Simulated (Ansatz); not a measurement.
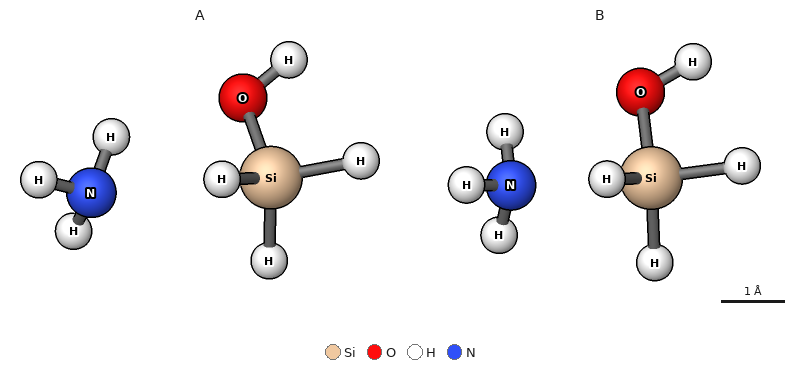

Two geometries of SiNH7O, drawn at one scale. One is the start of a relaxation, the other its converged end. The picture is a ball-and-stick view, seen at a tilt.

Method: RKS PBE0/6-31G* in Ansatz 0.2.0. Settings: no spin polarisation; force threshold 0.03 eV/Å; at most 50 steps.

Which geometry has the lower energy?

Answer. Structure B is the relaxed one. The run prepares an end point of a later path (reaction) calculation, from a guessed geometry. The largest move after the best rigid fit is that of an H atom, 0.50 Å. By element the largest moves are H 0.50 Å, Si 0.34 Å, N 0.34 Å, O 0.14 Å. Near-neighbour distances that change, for instance: N–Si 3.015 → 2.364 Å, H–N 1.035 → 1.016 Å, H–Si 1.502 → 1.520 Å, O–Si 1.680 → 1.692 Å. Bond angles that change, for instance: O–Si–H 105.4° → 99.0°, O–Si–H 112.7° → 118.5°, H–Si–H 107.0° → 101.6°. After 8 geometry steps the energy has fallen by 0.109 eV. Largest force component: 0.63 eV/Å at the start, 0.012 eV/Å at the end. Cost: 20 s on 1 thread of Arm Neoverse V2 (shared host), peak memory 0.13 GiB.

Limits of the set-up: the start holds two separate molecules, 2.2 Å apart at their closest, whose relative position is a soft coordinate and is computed without a dispersion correction.
